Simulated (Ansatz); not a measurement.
SiH3O− (SMILES [O-][SiH3]): the energy, rung by rung

SiH3O− has 5 atoms, charge -1, and is taken as a singlet. SMILES: `[O-][SiH3]`. Geometry: relaxed at GFN2-xTB.

```xyz
5

O    -1.4442    0.2714    0.7001
Si   -0.0827    0.0156    0.0398
H    -0.1044   -0.2474   -1.4526
H     0.6978   -1.1746    0.5614
H     0.9335    1.1350    0.1513
```

Each level gives the energy change with the Si2–H4 bond stretched from 1.516 to 1.895 Å (eV). The values are calculated.

| level | kind | program | value (eV) | less FCI/STO-3G |
| --- | --- | --- | --- | --- |
| SVWN5/STO-3G (restricted) | LDA | Ansatz | 0.67 | -0.13 |
| BLYP/STO-3G (restricted) | GGA | Ansatz | 0.56 | -0.24 |
| PBE/STO-3G (restricted) | GGA | Ansatz | 0.60 | -0.20 |
| B3LYP/STO-3G (restricted) | global hybrid | Ansatz | 0.75 | -0.05 |
| CAM-B3LYP/STO-3G (restricted) | range-separated hybrid | Ansatz | 0.88 | +0.08 |
| RPA@PBE/STO-3G (restricted) | RPA | Ansatz | 0.62 | -0.18 |
| MP2/STO-3G (restricted) | perturbation theory | Ansatz | 0.93 | +0.13 |
| CCSDTQ/STO-3G (restricted) | coupled cluster or CI | Ansatz | 0.80 | 0.00 |
| FCI/STO-3G | exact in the basis | Ansatz | 0.80 | 0.00 |

FCI/STO-3G is exact within its basis and frozen core, so for wave-function methods in that basis the difference is their error; functionals converge differently with the basis, so for them it is only a difference. Sets without diffuse functions describe the anion poorly. The first shape isn't each level's own minimum. The values span 0.56 to 0.93 eV. All rows use very small basis sets, so none should be taken for the real molecule's value.

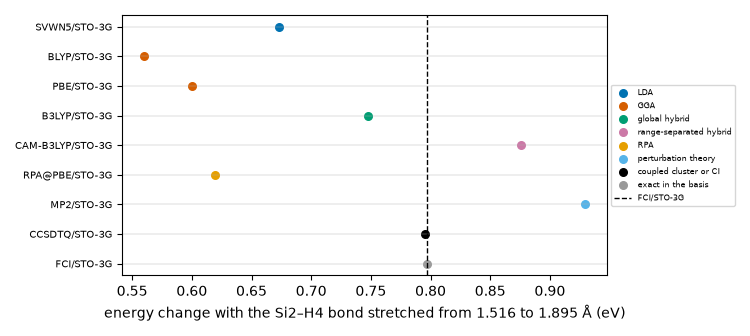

The values of the table, level by level.
